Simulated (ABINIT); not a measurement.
# Quasiparticle gap of SiO2 (Quartz) in ABINIT, part 2 of 3

How does a plane-wave GW calculation on SiO2 (Quartz) run from the first input to the gap?

ABINIT 10.8.3; PBE and many-body steps on it, plane waves. Known limits of the many-body steps: not at the basis limit; coarse k mesh.

So far. Step 2 (Ground state): The gap is indirect, with the least direct gap 0.31 eV higher.

**3. Bands along the symmetry lines**

Level of this step: DFT, PBE, plane waves, norm-conserving pseudopotentials (ABINIT).

The cheap functional maps the bands first; the places of the edges decide which points the dearer methods must see.

Input file run.abi:

```
acell 3*1.0 Angstrom
rprim 
  4.915799999986 0.000000000003 0.000000000000
  -2.457899999996 4.257207679910 0.000000000000
  0.000000000000 0.000000000000 5.409100000000
ntypat 2
znucl 14 8
natom 9
typat 1 1 1 2 2 2 2 2 2
xred 
  0.530300000000 0.000000000000 0.333333333333
  0.000000000000 0.530300000000 0.666666666667
  0.469700000000 0.469700000000 -0.000000000000
  0.146200000000 0.414200000000 0.881000000000
  0.585800000000 0.732000000000 0.214333333333
  0.268000000000 0.853800000000 0.547666666667
  0.414200000000 0.146200000000 0.119000000000
  0.732000000000 0.585800000000 0.785666666667
  0.853800000000 0.268000000000 0.452333333333
pp_dirpath "pseudos"
pseudos "Si.upf, O.upf"
ecut 36
iscf -2
irdden 1
kptopt 0
nkpt 39
kpt 
  0.00000000 0.00000000 0.00000000
  0.12500000 0.00000000 0.00000000
  0.25000000 0.00000000 0.00000000
  0.37500000 0.00000000 0.00000000
  0.50000000 0.00000000 0.00000000
  0.45833333 0.08333333 0.00000000
  0.41666666 0.16666666 0.00000000
  0.37500000 0.25000000 0.00000000
  0.33333333 0.33333333 0.00000000
  0.25000000 0.25000000 0.00000000
  0.16666666 0.16666666 0.00000000
  0.08333333 0.08333333 0.00000000
  0.00000000 0.00000000 0.00000000
  0.00000000 0.00000000 0.12500000
  0.00000000 0.00000000 0.25000000
  0.00000000 0.00000000 0.37500000
  0.00000000 0.00000000 0.50000000
  0.12500000 0.00000000 0.50000000
  0.25000000 0.00000000 0.50000000
  0.37500000 0.00000000 0.50000000
  0.50000000 0.00000000 0.50000000
  0.45833333 0.08333333 0.50000000
  0.41666666 0.16666666 0.50000000
  0.37500000 0.25000000 0.50000000
  0.33333333 0.33333333 0.50000000
  0.25000000 0.25000000 0.50000000
  0.16666666 0.16666666 0.50000000
  0.08333333 0.08333333 0.50000000
  0.00000000 0.00000000 0.50000000
  0.50000000 0.00000000 0.50000000
  0.50000000 0.00000000 0.37500000
  0.50000000 0.00000000 0.25000000
  0.50000000 0.00000000 0.12500000
  0.50000000 -0.00000000 0.00000000
  0.33333333 0.33333333 0.50000000
  0.33333333 0.33333333 0.37500000
  0.33333333 0.33333333 0.25000000
  0.33333333 0.33333333 0.12500000
  0.33333333 0.33333333 0.00000000
istwfk *1
nband 37
nbdbuf 8
tolwfr 1e-07
nstep 50
prtwf 0
prtvol 0
indata_prefix "in"
outdata_prefix "out"
tmpdata_prefix "tmp"
```

Started as:

```
$ OMP_NUM_THREADS=1 mpirun -n 4 abinit run.abi > log
```

Numbers of over 12 decimals in the logs are rounded to 6 here.

The log of the run:

```text
.Version 10.8.3 of ABINIT. v10.8.2 released Aug 2026.

 Symmetries : space group P3_1 2 1 (#152); Bravais hP (primitive hexag.)
[... echo of the input left out ...]
== DATASET  1 ==================================================================
-   mpi_nproc: 4, omp_nthreads: 1 (-1 if OMP is not activated)

--- !DatasetInfo
iteration_state: {dtset: 1, }
dimensions: {natom: 9, nkpt: 39, mband: 37, nsppol: 1, nspinor: 1, nspden: 1, mpw: 7935, }
cutoff_energies: {ecut:  36.0, pawecutdg:  -1.0, }
electrons: {nelect:   4.80000000E+01, charge:   0.00000000E+00, occopt:   1.00000000E+00, tsmear:   1.00000000E-02, }

 Real(R)+Recip(G) space primitive vectors, cartesian coordinates (Bohr,Bohr^-1):
 R(1)=  9.2895157  0.0000000  0.0000000  G(1)=  0.1076482  0.0621507  0.0000000
 R(2)= -4.6447578  8.0449566  0.0000000  G(2)=  0.0000000  0.1243015  0.0000000
 R(3)=  0.0000000  0.0000000 10.2217176  G(3)=  0.0000000  0.0000000  0.0978309
 Unit cell volume ucvol=  7.6390729E+02 bohr^3
 Angles (23,13,12)=  9.00000000E+01  9.00000000E+01  1.20000000E+02 degrees

 getcut: wavevector=  0.0000  0.0000  0.0000  ngfft=  54  54  60
         ecut(hartree)=     36.000   => boxcut(ratio)=   2.15270

--- Pseudopotential description ------------------------------------------------
- Si Generated using ONCVPSP code by D. R. Hamann
- 14.00000   4.00000  171031                  znucl, zion, pspdat
12 -101130 2 -1 1510                          pspcod,pspxc,lmax,lloc,mmax
     nproj     2     2     2
  pspatm : epsatm=    9.34321561
         --- l  ekb(1:nproj) -->
             0    5.168965    0.829883
             1    2.571282    0.578307
             2   -2.427311   -0.488097
 pspatm: atomic psp has been read  and splines computed

- O Generated using ONCVPSP code by D. R. Hamann
-  8.00000   6.00000  171031                  znucl, zion, pspdat
12 -101130 2 -1 936                           pspcod,pspxc,lmax,lloc,mmax
     nproj     2     2     1
  pspatm : epsatm=    6.19545534
         --- l  ekb(1:nproj) -->
[...]
2   -1.331955
 pspatm: atomic psp has been read  and splines computed

--------------------------------------------------------------------------------

================================================================================
 prteigrs : about to open file out_EIG
 Non-SCF case, kpt    1 (  0.00000  0.00000  0.00000), residuals and eigenvalues=
  1.69E-08  1.51E-08  7.30E-08  1.27E-08  1.14E-08  5.90E-08  2.21E-08  9.45E-08
  3.70E-08  7.46E-08  1.56E-08  9.73E-08  4.31E-08  8.26E-08  3.27E-08  3.96E-08
  3.43E-08  8.19E-08  5.67E-08  2.18E-08  2.91E-08  8.01E-08  7.42E-08  9.19E-08
[...]
6.68E-06  2.32E-05  6.14E-05  5.60E-04  1.83E-03
 -7.0426E-01 -6.4805E-01 -6.4805E-01 -6.2445E-01 -6.2301E-01 -6.2301E-01
 -2.9558E-01 -2.9558E-01 -1.9235E-01 -1.9132E-01 -1.8529E-01 -1.8529E-01
[...]
4.8620E-01

--- !ResultsGS
iteration_state: {dtset: 1, }
comment   : Summary of ground state results
lattice_vectors:
- [  9.2895157,   0.0000000,   0.0000000, ]
- [ -4.6447578,   8.0449566,   0.0000000, ]
- [  0.0000000,   0.0000000,  10.2217176, ]
lattice_lengths: [   9.28952,    9.28952,   10.22172, ]
lattice_angles: [ 90.000,  90.000, 120.000, ] # degrees, (23, 13, 12)
lattice_volume:   7.6390729E+02
convergence: {deltae:  0.000E+00, res2:  0.000E+00, residm:  9.963E-08, diffor:  0.000E+00, }
etotal    :  -1.12355243E+02
entropy   :   0.00000000E+00
fermie    :   7.24587944E-03
cartesian_stress_tensor: null
pressure_GPa: null
xred      :
- [  5.3030E-01,   2.5857E-29,   3.3333E-01, Si]
- [ -2.2564E-18,   5.3030E-01,   6.6667E-01, Si]
- [  4.6970E-01,   4.6970E-01,   1.3878E-16, Si]
- [  1.4620E-01,   4.1420E-01,   8.8100E-01,  O]
- [  5.8580E-01,   7.3200E-01,   2.1433E-01,  O]
- [  2.6800E-01,   8.5380E-01,   5.4767E-01,  O]
- [  4.1420E-01,   1.4620E-01,   1.1900E-01,  O]
- [  7.3200E-01,   5.8580E-01,   7.8567E-01,  O]
- [  8.5380E-01,   2.6800E-01,   4.5233E-01,  O]
cartesian_forces: null
force_length_stats: {min: null, max: null, mean: null, }

 Integrated electronic density in atomic spheres:
 ------------------------------------------------
 Atom  Sphere_radius  Integrated_density
[...]
================================================================================

 ----iterations are completed or convergence reached----

 Mean square residual over all n,k,spin=   46.802E-09; max=  99.631E-09
 reduced coordinates (array xred) for    9 atoms
[...]
0.732000000000      0.585800000000      0.785666666667
       0.853800000000      0.268000000000      0.452333333333

 cartesian coordinates (angstrom) at end:
    1      2.606849     1.59e-12     1.803033
    2     -1.303424     2.257597     3.606067
    3      1.154476     1.999610     0.000000
[...]
8      2.158528     2.493872     4.249750
    9      3.538393     1.140932     2.446716
 length scales=  1.889726125908  1.889726125908  1.889726125908 bohr
              =  1.000000000000  1.000000000000  1.000000000000 angstroms
 prteigrs : about to open file out_EIG
 Eigenvalues (hartree) for nkpt=  39  k points:
 kpt#   1, nband= 37, wtk=  1.00000, kpt=  0.0000  0.0000  0.0000 (reduced coord)
[...]
kpt#   2, nband= 37, wtk=  1.00000, kpt=  0.1250  0.0000  0.0000 (reduced coord)
[...]
kpt#   3, nband= 37, wtk=  1.00000, kpt=  0.2500  0.0000  0.0000 (reduced coord)
[...]
kpt#  38, nband= 37, wtk=  1.00000, kpt=  0.3333  0.3333  0.1250 (reduced coord)
[...]
0.44263    0.46197    0.46708    0.48618    0.48782
 kpt#  39, nband= 37, wtk=  1.00000, kpt=  0.3333  0.3333  0.0000 (reduced coord)
[...]
-0.06817   -0.06242   -0.05559   -0.03800   -0.03800   -0.00876   -0.00876    0.00725
   0.33625    0.33625    0.35404    0.38928    0.39494    0.39494    0.40735    0.40735
   0.45049    0.46087    0.48347    0.48402    0.48620

== END DATASET(S) ==============================================================
================================================================================

 -outvars: echo values of variables after computation  --------
            nband          37
             nkpt          39
          spgroup         152
 [... the other variables as echoed above ...]

 Calculation completed.
```

Elapsed: 50 s, on 4 MPI ranks of Arm Neoverse V2, shared host; peak memory 0.47 GiB; 3.3 min of CPU time.

This step gave:

* gap: 6.038 eV
* k of the valence top: 0.3333, 0.3333, 0
* k of the conduction bottom: 0, 0, 0
* least direct gap: 6.351 eV

The gap is 6.038 eV, as in the run before at this level.

The electronic bands at the labelled points (eV, zero at the top of the highest filled band):

```
    point  band 21  band 22  band 23  band 24  band 25  band 26  band 27  band 28
        Γ    -0.99    -0.68    -0.31    -0.31     6.04     9.33     9.33     9.79
        M    -1.04    -0.78    -0.27    -0.04     8.29     9.02     9.74     9.75
        K    -1.23    -0.44    -0.44     0.00     8.95     8.95     9.44    10.40
        Γ    -0.99    -0.68    -0.31    -0.31     6.04     9.33     9.33     9.79
        A    -1.20    -0.21    -0.21    -0.09     7.97     7.97     9.08     9.76
        L    -0.88    -0.83    -0.60    -0.19     8.94     9.41     9.70     9.86
        H    -0.94    -0.76    -0.58    -0.58     9.03     9.82     9.82    10.12
        A    -1.20    -0.21    -0.21    -0.09     7.97     7.97     9.08     9.76
jump to L    -0.88    -0.83    -0.60    -0.19     8.94     9.41     9.70     9.86
        M    -1.04    -0.78    -0.27    -0.04     8.29     9.02     9.74     9.75
jump to H    -0.94    -0.76    -0.58    -0.58     9.03     9.82     9.82    10.12
        K    -1.23    -0.44    -0.44     0.00     8.95     8.95     9.44    10.40
```

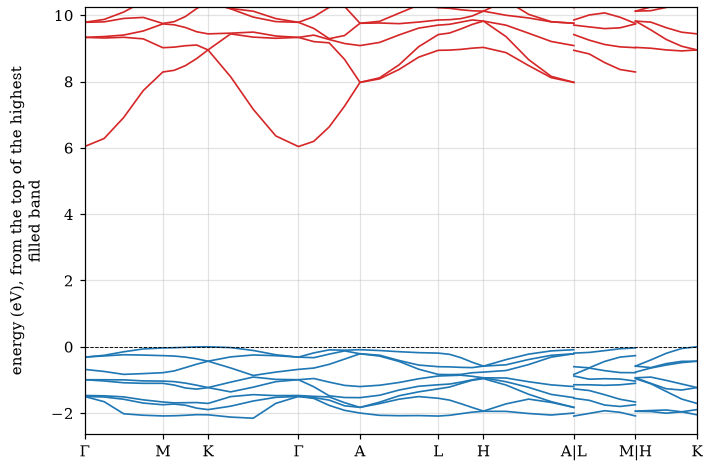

Electronic bands along the path; lines of filled and empty bands in two colours.

**4. Empty states on the mesh, 3×3×2 mesh, 236 bands**

The sums over transitions need many empty states on a uniform mesh; this step solves for them.

Input file run.abi:

```
acell 3*1.0 Angstrom
rprim 
  4.915799999986 0.000000000003 0.000000000000
  -2.457899999996 4.257207679910 0.000000000000
  0.000000000000 0.000000000000 5.409100000000
ntypat 2
znucl 14 8
natom 9
typat 1 1 1 2 2 2 2 2 2
xred 
  0.530300000000 0.000000000000 0.333333333333
  0.000000000000 0.530300000000 0.666666666667
  0.469700000000 0.469700000000 -0.000000000000
  0.146200000000 0.414200000000 0.881000000000
  0.585800000000 0.732000000000 0.214333333333
  0.268000000000 0.853800000000 0.547666666667
  0.414200000000 0.146200000000 0.119000000000
  0.732000000000 0.585800000000 0.785666666667
  0.853800000000 0.268000000000 0.452333333333
pp_dirpath "pseudos"
pseudos "Si.upf, O.upf"
ecut 36
ngkpt 3 3 2
nshiftk 1
shiftk 0 0 0
kptopt 1
chksymbreak 0
iscf -2
irdden 1
istwfk *1
nband 236
nbdbuf 20
tolwfr 1e-09
nstep 60
prtvol 0
indata_prefix "in"
outdata_prefix "out"
tmpdata_prefix "tmp"
```

The log of the run:

```text
.Version 10.8.3 of ABINIT. v10.8.2 released Aug 2026.

 Symmetries : space group P3_1 2 1 (#152); Bravais hP (primitive hexag.)
[... echo of the input left out ...]
== DATASET  1 ==================================================================
-   mpi_nproc: 4, omp_nthreads: 1 (-1 if OMP is not activated)

--- !DatasetInfo
iteration_state: {dtset: 1, }
dimensions: {natom: 9, nkpt: 6, mband: 236, nsppol: 1, nspinor: 1, nspden: 1, mpw: 7935, }
cutoff_energies: {ecut:  36.0, pawecutdg:  -1.0, }
electrons: {nelect:   4.80000000E+01, charge:   0.00000000E+00, occopt:   1.00000000E+00, tsmear:   1.00000000E-02, }

 Real(R)+Recip(G) space primitive vectors, cartesian coordinates (Bohr,Bohr^-1):
 R(1)=  9.2895157  0.0000000  0.0000000  G(1)=  0.1076482  0.0621507  0.0000000
 R(2)= -4.6447578  8.0449566  0.0000000  G(2)=  0.0000000  0.1243015  0.0000000
 R(3)=  0.0000000  0.0000000 10.2217176  G(3)=  0.0000000  0.0000000  0.0978309
 Unit cell volume ucvol=  7.6390729E+02 bohr^3
 Angles (23,13,12)=  9.00000000E+01  9.00000000E+01  1.20000000E+02 degrees

 getcut: wavevector=  0.0000  0.0000  0.0000  ngfft=  54  54  60
         ecut(hartree)=     36.000   => boxcut(ratio)=   2.15270

--- Pseudopotential description ------------------------------------------------
- Si Generated using ONCVPSP code by D. R. Hamann
- 14.00000   4.00000  171031                  znucl, zion, pspdat
12 -101130 2 -1 1510                          pspcod,pspxc,lmax,lloc,mmax
     nproj     2     2     2
  pspatm : epsatm=    9.34321561
         --- l  ekb(1:nproj) -->
             0    5.168965    0.829883
             1    2.571282    0.578307
             2   -2.427311   -0.488097
 pspatm: atomic psp has been read  and splines computed

- O Generated using ONCVPSP code by D. R. Hamann
-  8.00000   6.00000  171031                  znucl, zion, pspdat
12 -101130 2 -1 936                           pspcod,pspxc,lmax,lloc,mmax
     nproj     2     2     1
  pspatm : epsatm=    6.19545534
         --- l  ekb(1:nproj) -->
[...]
2   -1.331955
 pspatm: atomic psp has been read  and splines computed

--------------------------------------------------------------------------------

================================================================================
 prteigrs : about to open file out_EIG
 Non-SCF case, kpt    1 (  0.00000  0.00000  0.00000), residuals and eigenvalues=
  8.72E-10  7.09E-11  4.93E-11  4.85E-11  1.02E-10  6.61E-10  8.49E-11  9.79E-11
  1.13E-10  9.34E-11  1.15E-10  1.09E-10  9.29E-11  7.81E-11  8.07E-11  1.21E-10
  9.47E-11  1.14E-10  7.25E-11  7.85E-11  1.17E-10  1.36E-10  8.59E-11  5.85E-11
[...]
1.06E-04  5.36E-04  9.06E-05  3.85E-04
 -7.0426E-01 -6.4805E-01 -6.4805E-01 -6.2445E-01 -6.2301E-01 -6.2301E-01
 -2.9558E-01 -2.9558E-01 -1.9235E-01 -1.9132E-01 -1.8529E-01 -1.8529E-01
 -1.0056E-01 -1.0056E-01 -9.1581E-02 -8.2572E-02 -4.7837E-02 -4.7837E-02
[...]
2.9233E+00  2.9441E+00  2.9558E+00  2.9558E+00  2.9835E+00  2.9835E+00
  3.0005E+00  3.0032E+00  3.0033E+00  3.0151E+00  3.0341E+00  3.0348E+00
  3.0525E+00  3.0811E+00
 prteigrs : prtvol=0 or 1, do not print more k-points.

--- !ResultsGS
iteration_state: {dtset: 1, }
comment   : Summary of ground state results
lattice_vectors:
- [  9.2895157,   0.0000000,   0.0000000, ]
- [ -4.6447578,   8.0449566,   0.0000000, ]
- [  0.0000000,   0.0000000,  10.2217176, ]
lattice_lengths: [   9.28952,    9.28952,   10.22172, ]
lattice_angles: [ 90.000,  90.000, 120.000, ] # degrees, (23, 13, 12)
lattice_volume:   7.6390729E+02
convergence: {deltae:  0.000E+00, res2:  0.000E+00, residm:  9.988E-10, diffor:  0.000E+00, }
etotal    :  -1.12355243E+02
entropy   :   0.00000000E+00
fermie    :   7.24587944E-03
cartesian_stress_tensor: null
pressure_GPa: null
xred      :
- [  5.3030E-01,   2.5857E-29,   3.3333E-01, Si]
- [ -2.2564E-18,   5.3030E-01,   6.6667E-01, Si]
- [  4.6970E-01,   4.6970E-01,   1.3878E-16, Si]
- [  1.4620E-01,   4.1420E-01,   8.8100E-01,  O]
- [  5.8580E-01,   7.3200E-01,   2.1433E-01,  O]
- [  2.6800E-01,   8.5380E-01,   5.4767E-01,  O]
- [  4.1420E-01,   1.4620E-01,   1.1900E-01,  O]
- [  7.3200E-01,   5.8580E-01,   7.8567E-01,  O]
- [  8.5380E-01,   2.6800E-01,   4.5233E-01,  O]
cartesian_forces: null
force_length_stats: {min: null, max: null, mean: null, }

 Integrated electronic density in atomic spheres:
 ------------------------------------------------
 Atom  Sphere_radius  Integrated_density
[...]
================================================================================

 ----iterations are completed or convergence reached----

 Mean square residual over all n,k,spin=   37.255E-11; max=  99.877E-11
 reduced coordinates (array xred) for    9 atoms
[...]
0.732000000000      0.585800000000      0.785666666667
       0.853800000000      0.268000000000      0.452333333333

 cartesian coordinates (angstrom) at end:
    1      2.606849     1.59e-12     1.803033
    2     -1.303424     2.257597     3.606067
[...]
9      3.538393     1.140932     2.446716
 length scales=  1.889726125908  1.889726125908  1.889726125908 bohr
              =  1.000000000000  1.000000000000  1.000000000000 angstroms
 prteigrs : about to open file out_EIG
 Eigenvalues (hartree) for nkpt=   6  k points:
 kpt#   1, nband=236, wtk=  0.05556, kpt=  0.0000  0.0000  0.0000 (reduced coord)
[...]
2.87298    2.87779    2.87779    2.89603    2.90612    2.92331    2.92331    2.94412
   2.95584    2.95584    2.98350    2.98350    3.00053    3.00325    3.00326    3.01509
   3.03409    3.03479    3.05246    3.08112
 prteigrs : prtvol=0 or 1, do not print more k-points.

== END DATASET(S) ==============================================================
================================================================================

 -outvars: echo values of variables after computation  --------
            nband         236
             nkpt           6
          spgroup         152
 [... the other variables as echoed above ...]

 Calculation completed.
```

Wall time 2.5 min (4 MPI ranks); peak memory 0.54 GiB.

Numbers from this step:

* gap: 6.038 eV
* k of the valence top: 0.3333, 0.3333, 0
* k of the conduction bottom: 0, 0, 0
* least direct gap: 6.351 eV
* k points computed: 6
* lowest point of the top converged band, above the valence top: 77.6599 eV

On this mesh the gap is 6.038 eV.

**5. Screening, 3×3×2 mesh, 216 bands, screening to 155.1 eV**

The RPA dielectric matrix is built and inverted for each q.

This step: RPA screening on PBE, plane waves, norm-conserving pseudopotentials.

Changes to run.abi since step 4:

```diff
@@ -27,10 +27,11 @@
 chksymbreak 0
-iscf -2
-irdden 1
 istwfk *1
-nband 236
-nbdbuf 20
-tolwfr 1e-09
-nstep 60
-prtvol 0
+occopt 1
+irdwfk 1
+optdriver 3
+nband 216
+ecuteps 5.7
+inclvkb 2
+awtr 1
+symchi 1
 indata_prefix "in"
```

The log of the run:

```text
.Version 10.8.3 of ABINIT. v10.8.2 released Aug 2026.

 Symmetries : space group P3_1 2 1 (#152); Bravais hP (primitive hexag.)
[... echo of the input left out ...]
== DATASET  1 ==================================================================
-   mpi_nproc: 4, omp_nthreads: 1 (-1 if OMP is not activated)

--- !DatasetInfo
iteration_state: {dtset: 1, }
dimensions: {natom: 9, nkpt: 6, mband: 216, nsppol: 1, nspinor: 1, nspden: 1, mpw: 7935, }
cutoff_energies: {ecut:  36.0, pawecutdg:  -1.0, }
electrons: {nelect:   4.80000000E+01, charge:   0.00000000E+00, occopt:   1.00000000E+00, tsmear:   1.00000000E-02, }

 SCREENING: Calculation of the susceptibility and dielectric matrices

 Based on a program developped by R.W. Godby, V. Olevano, G. Onida, and L. Reining.
 Incorporated in ABINIT by V. Olevano, G.-M. Rignanese, and M. Torrent.
.Using double precision arithmetic ; gwpc =  8

[... cell and pseudopotentials left out ...]
--------------------------------------------------------------------------------

 ==== K-mesh for the wavefunctions ====
 Number of points in the irreducible wedge :     6
[... list of points left out ...]
 Together with  6 symmetry operations and time-reversal symmetry
 yields    18 points in the full Brillouin Zone.

 ==== Q-mesh for the screening function ====
 Number of points in the irreducible wedge :     6
[... list of points left out ...]
 Together with  6 symmetry operations and time-reversal symmetry
 yields    18 points in the full Brillouin Zone.

 setmesh: FFT mesh size selected  =    36x   36x   45
          total number of points  =        58320

 vcoul_init : cutoff-mode = AUXILIARY_FUNCTION
 q-points for optical limit:   1
     1)      0.000010    0.000020    0.000030

- screening: taking advantage of time-reversal symmetry
- Maximum band index for partially occupied states nbvw = 24
- Remaining bands to be divided among processors   nbcw = 192
- Number of bands treated by each node ~48

 Number of electrons calculated from density =   48.0000; Expected =   48.0000
 average of density, n =  0.062835
 r_s =    1.5604
 omega_plasma =   24.1800 [eV]

 calculating chi0 at frequencies [eV] :
  1    0.000000E+00    0.000000E+00
  2    0.000000E+00    2.417998E+01

--------------------------------------------------------------------------------
  q-point number  1        q = ( 0.000000, 0.000000, 0.000000) [r.l.u.]
--------------------------------------------------------------------------------
[... chi0 elements left out ...]
 For q-point:  0.000010 0.000020 0.000030
  dielectric constant =   2.3254
  dielectric constant without local fields =   2.5382

  Average fulfillment of the sum rule on Im[epsilon] for q-point    1 :     68.57  [%]
[... wings left out ...]
  q-point number  2        q = ( 0.333333, 0.000000, 0.000000) [r.l.u.]
--------------------------------------------------------------------------------
[... chi0 elements left out ...]
  Average fulfillment of the sum rule on Im[epsilon] for q-point    2 :     74.08  [%]

 [... 4 further q-points ...]
```

Wall time 2.4 min (4 MPI ranks); peak memory 2.3 GiB; 9.4 min of CPU time.

Numbers from this step:

| Quantity | Value |
| --- | --- |
| ε∞ with local fields, on this mesh, along the program's q direction | 2.325 |
| the same without local fields | 2.538 |
| plasma frequency | 24.18 eV |
| plane waves in the screening matrix | 503 |

Local fields lower ε∞ by 8 %. On a Γ-centred mesh this coarse the value itself is usually too large, while a short band sum pulls it down.

(Part 2 of 3 ends here.)

[Paths, hosts, dates, memory and timing lines, banners, echoed tables and standing remarks are left out of the program output.]

[Logs are printed without paths, hosts, clocks, repeated set-up lines and the standing remarks that a program may print on its own settings, such as how far it seeks lower states.]

[Runs of the session that timed out or met a known fault of the program may be left out.]

[Hosts, paths, dates, database ids (printed as entryN), source tags and the programs' standing remarks are cut or masked in the printed files.]

[G0W0 gaps are taken among the corrected bands and points alone; a level outside them can change the order at an edge.]

[Where Ansatz stands beside ABINIT at settings called matched, ABINIT's density can come from a denser mesh and the files from another edition; pairs whose starting gaps differed by over 0.03 eV were left out, so agreement reads better than it is.]
